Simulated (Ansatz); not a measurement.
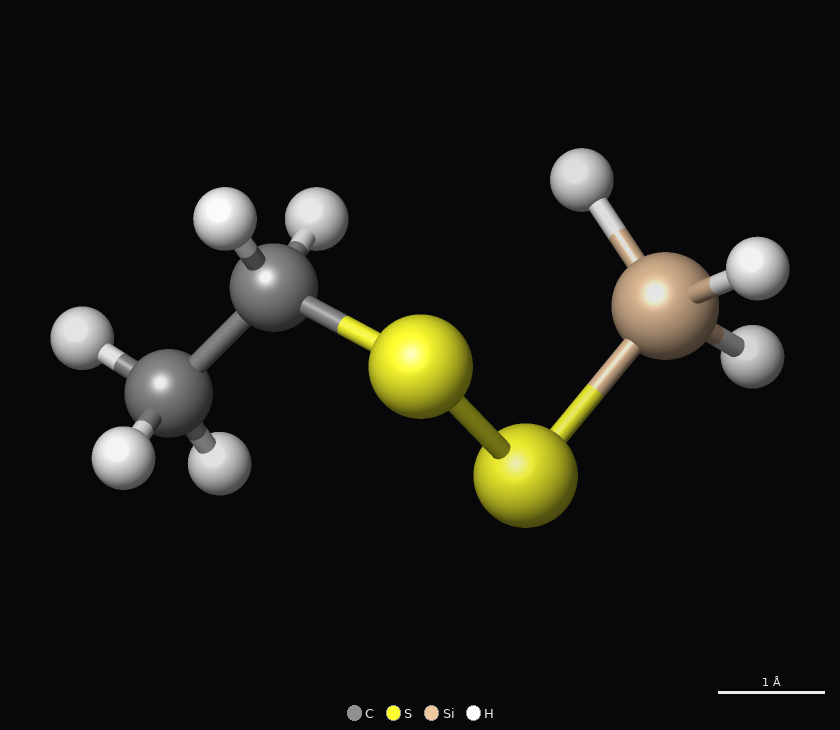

The picture shows a molecular structure as a ball-and-stick model.

Describe the molecule.

It has 13 atoms: 2 carbon, 8 hydrogen, 2 sulfur and 1 silicon (C2H8S2Si). Its SMILES string is `CCSS[SiH3]`. It has no ring. Among its groups: Si–H bond. This geometry has C1 symmetry. Coordination: 2 C tetrahedral; 2 S bent; 1 Si tetrahedral.

The parts below concern this one geometry. Atoms keep their numbers from picture to picture. Computed geometry: PBE0-D4/def2-TZVP optimisation.

### Shape

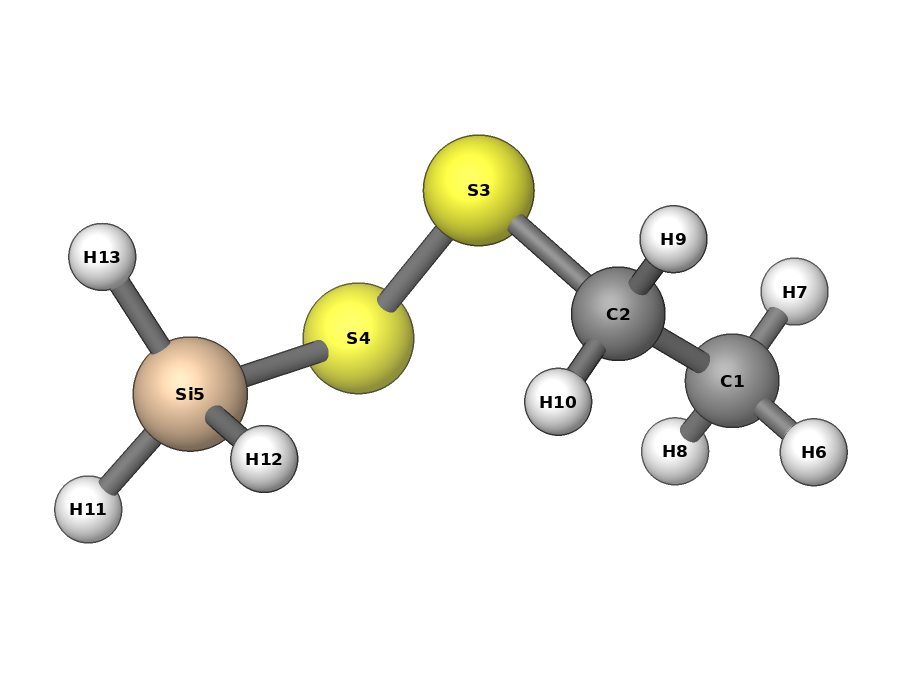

The atoms are numbered.

Give the bond lengths.

```json
{"bond": "C1–C2", "length (Å)": "1.512", "order": "single"}
{"bond": "C1–H6", "length (Å)": "1.093", "order": "single"}
{"bond": "C1–H7", "length (Å)": "1.091", "order": "single"}
{"bond": "C1–H8", "length (Å)": "1.092", "order": "single"}
{"bond": "C2–S3", "length (Å)": "1.811", "order": "single"}
{"bond": "C2–H9", "length (Å)": "1.095", "order": "single"}
{"bond": "C2–H10", "length (Å)": "1.092", "order": "single"}
{"bond": "S3–S4", "length (Å)": "2.061", "order": "single"}
{"bond": "S4–Si5", "length (Å)": "2.140", "order": "single"}
{"bond": "Si5–H11", "length (Å)": "1.488", "order": "single"}
{"bond": "Si5–H12", "length (Å)": "1.485", "order": "single"}
{"bond": "Si5–H13", "length (Å)": "1.483", "order": "single"}
```

### Charges

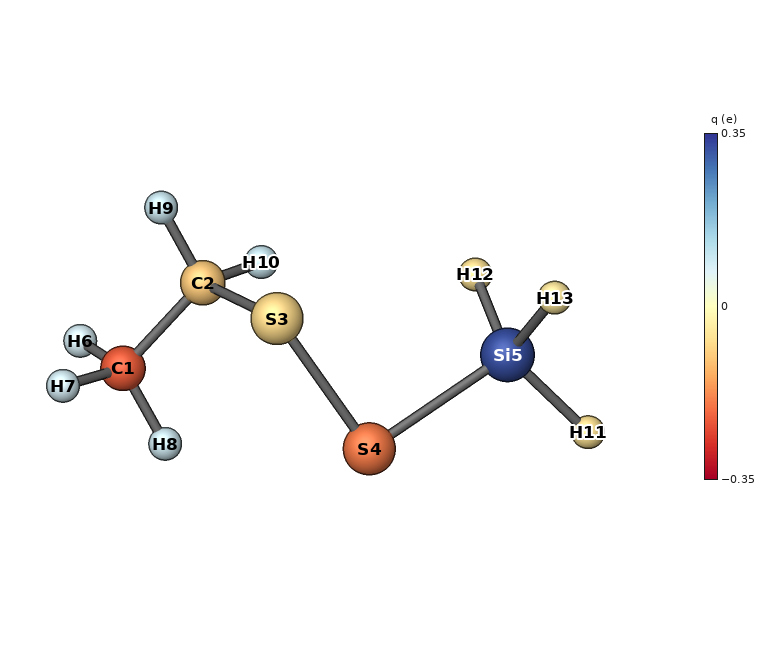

Atoms are coloured by their Mulliken charges. Properties computed with RKS B3LYP-D4/def2-TZVPP (Ansatz 0.2.0).

List the Mulliken charges.

| atom | value (e) |
| --- | --- |
| C1 | −0.23 |
| C2 | −0.10 |
| S3 | −0.07 |
| S4 | −0.19 |
| Si5 | 0.32 |
| H6 | 0.08 |
| H7 | 0.08 |
| H8 | 0.09 |
| H9 | 0.09 |
| H10 | 0.10 |
| H11 | −0.06 |
| H12 | −0.06 |
| H13 | −0.05 |

### Electronic properties

Level of theory: RKS PBE0-D4/def2-QZVPP (Ansatz 0.2.0).

Give the dispersion correction at this level.

−29.6 kJ/mol.

What is the LUMO energy (Kohn–Sham orbital)?

−0.88 eV.

What is the HOMO energy (Kohn–Sham orbital)?

−6.79 eV.

### Dipole moment

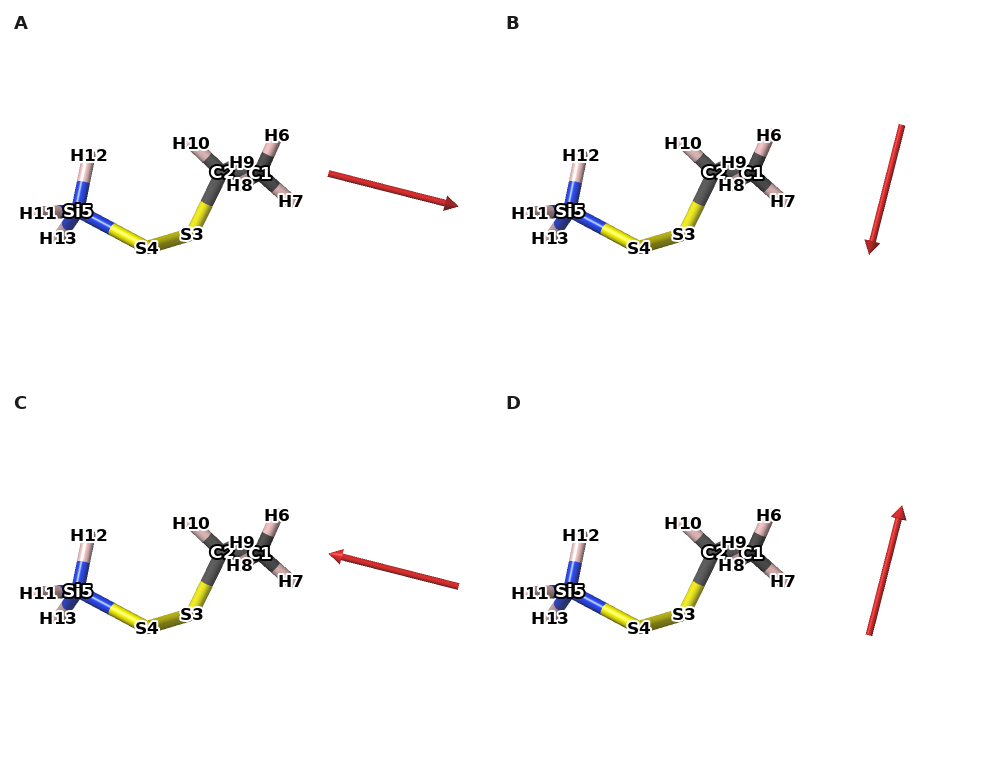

The same molecule four times, each with an arrow. Properties computed with RKS PBE0-D4/def2-TZVP (Ansatz 0.2.0).

Which arrow points along the dipole moment, from the negative to the positive end?

D. The dipole moment is 1.79 D; it points from the side of H13 to the side of H6 (the outermost atoms at the two ends).

Mulliken values depend strongly on the basis set and can even reverse the polarity of a bond.
